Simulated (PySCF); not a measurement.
# C₄H₈NSi₃: EPR calculation

System: C₄H₈NSi₃, multiplicity 2.
Method: UKS B3LYP, pcH-1 on C H N Si, non-relativistic, mean-field spin-orbit, GIAO (PySCF 2.14.0).

It belongs to a series of runs on one base structure; here: H removed from Si.

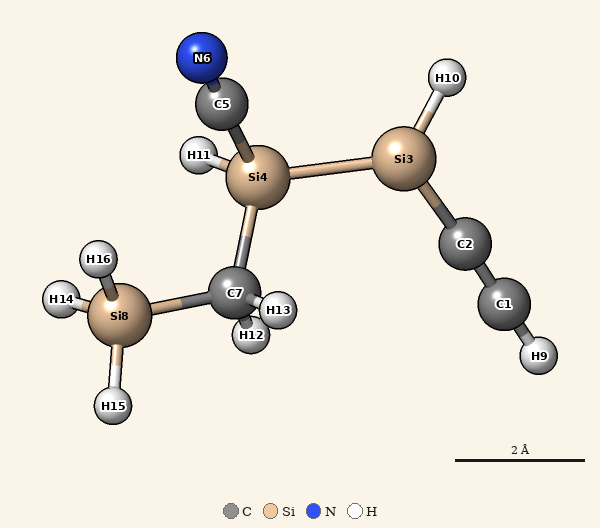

Fig. 1: The input geometry (ball-and-stick view, seen at a tilt; atoms are numbered from 1 in the order of the input).

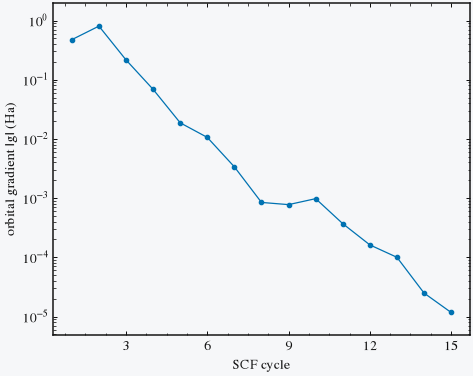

Fig. 2: Convergence of the self-consistent field: orbital gradient |g| against the SCF cycle. All cycles printed in the log are drawn one after another.

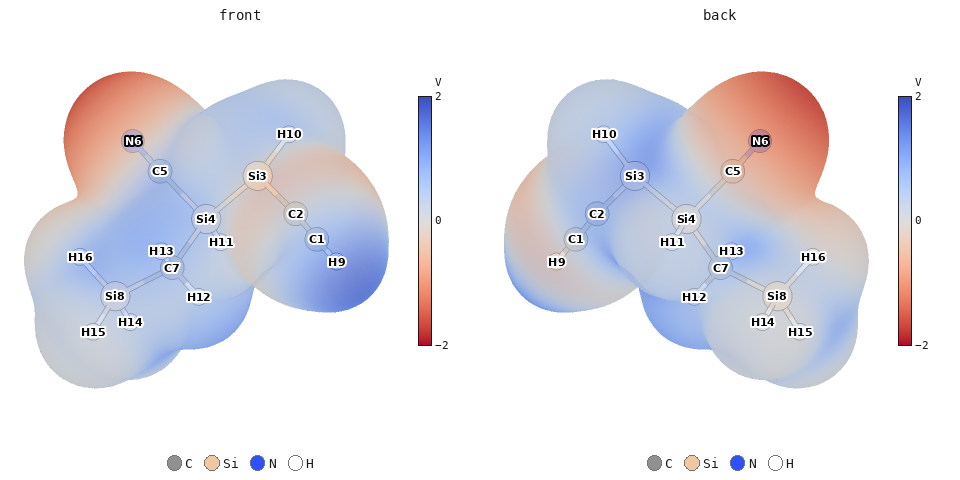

Fig. 3: The electrostatic potential painted on the density surface at 0.001 e/bohr³, seen at a tilt and from behind; the colour scale runs from red (negative) to blue (positive). A positive charge is drawn to the negative regions and a negative charge to the positive ones.

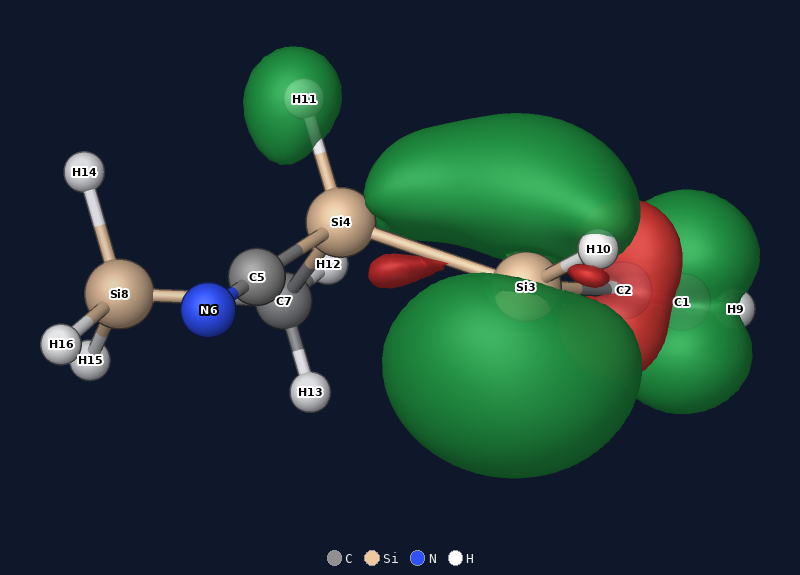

Fig. 4: Isosurfaces of the spin density at +0.01 (green) and −0.01 e/Å³ (red), seen from the side. The unpaired spin (1 electron) lies mostly on Si3 (about 0.7), C1 (about 0.1) and Si4 (about 0.1), in electrons by Hirshfeld's partition.

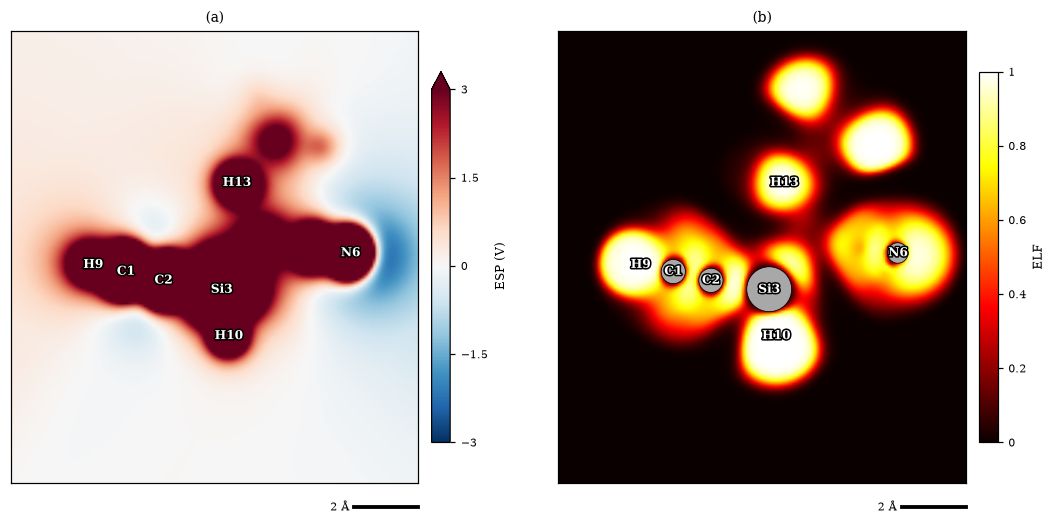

Fig. 5: (a) electrostatic potential; (b) ELF on the plane of atoms C2, Si3 and H10. Grey discs, where drawn, cover atomic cores. C–C (1.21 Å): the ELF peaks at about 0.85 between the atoms; a double or triple bond. Si–H (1.47 Å): the ELF climbs to about 1 towards the hydrogen.

The input that produced these results follows, with the program's output.

**The input**
```
{"job": {"kind": "epr", "basis": "pcH-1"}, "charge": 0, "multiplicity": 2}
C      3.400195    -1.192611     1.817394
C      3.004845    -0.590162     0.848646
Si     2.304340     0.431018    -0.507308
Si     0.129293    -0.015974    -1.049712
C     -0.404841     1.518253    -1.981490
N     -0.694136     2.463187    -2.562257
C     -0.881324    -0.106048     0.564768
Si    -2.769999     0.002824     0.369613
H      3.764067    -1.739534     2.639299
H      3.383252     0.615580    -1.485003
H     -0.330386    -1.106904    -1.937793
H     -0.626400    -1.040092     1.067778
H     -0.552888     0.690491     1.234607
H     -3.237320    -1.131566    -0.432047
H     -3.391023    -0.051697     1.695209
H     -3.105274     1.262180    -0.293116
```

The first line tells a small driver script what to run in PySCF; the rest is the geometry in Å.

Command:
```bash
OMP_NUM_THREADS=1 python <driver script> task.json out
```

**Output**
```
UKS, coarse grid
  cycle   1  E = -1080.31227657  |g| = 4.75e-01
  cycle   2  E = -1080.08890692  |g| = 8.04e-01
  cycle   3  E = -1080.40124731  |g| = 2.16e-01
  cycle   4  E = -1080.41924606  |g| = 6.87e-02
  cycle   5  E = -1080.42142309  |g| = 1.87e-02
  cycle   6  E = -1080.42155893  |g| = 1.06e-02
  cycle   7  E = -1080.42161895  |g| = 3.37e-03
  cycle   8  E = -1080.42162511  |g| = 8.45e-04
UKS, final grid
  cycle   1  E = -1080.42167978  |g| = 7.76e-04
  cycle   2  E = -1080.42167983  |g| = 9.79e-04
  cycle   3  E = -1080.42168033  |g| = 3.70e-04
  cycle   4  E = -1080.42168041  |g| = 1.62e-04
  cycle   5  E = -1080.42168047  |g| = 1.00e-04
  cycle   6  E = -1080.42168049  |g| = 2.49e-05
  cycle   7  E = -1080.42168049  |g| = 1.17e-05
E = -1080.42168049 Eh   <S^2> = 0.7560 (exact 0.7500)
g shifts (ppm)      1          2          3
  rmc          -128       -128       -128
  gc             14         32         38
  oz_so        -236       1119       2756
  total        -350       1022       2666
hyperfine (MHz)  atom isotope    a_iso     a_fc   dipolar eigenvalues
    0   13C      16.23      16.29    -16.41    -12.83     29.25
    1   13C     -11.48     -11.51     -9.05     -0.25      9.30
    2  29Si    -372.35    -373.39   -162.82     80.66     82.16
    3  29Si     -23.76     -23.81     -8.51      2.13      6.38
    4   13C       1.04       1.04     -0.62     -0.50      1.12
    5   14N      -0.04      -0.04     -0.34      0.12      0.22
    6   13C       0.98       0.99     -0.48     -0.15      0.64
    7  29Si       0.89       0.89     -0.12     -0.03      0.15
    8    1H     -15.22     -15.22     -7.67     -1.07      8.73
    9    1H       5.54       5.52     -9.28      1.75      7.52
   10    1H      67.85      67.85     -2.17     -0.27      2.43
   11    1H       1.40       1.40     -1.24     -0.92      2.16
   12    1H      -0.27      -0.27     -2.03     -1.48      3.51
   13    1H       1.09       1.09     -0.46     -0.34      0.80
   14    1H      -0.44      -0.44     -0.34     -0.30      0.64
   15    1H       0.15       0.16     -0.50     -0.38      0.88
```

**Summary**

```json
{"quantity": "outcome", "value": "converged"}
{"quantity": "total energy", "value": "−1080.421680 hartree"}
{"quantity": "⟨S²⟩", "value": "0.756"}
{"quantity": "isotropic g", "value": "2.0034"}
{"quantity": "hardware", "value": "1 CPU thread, shared host"}
{"quantity": "wall time", "value": "2.7 min"}
{"quantity": "peak memory", "value": "1.1 GiB"}
```
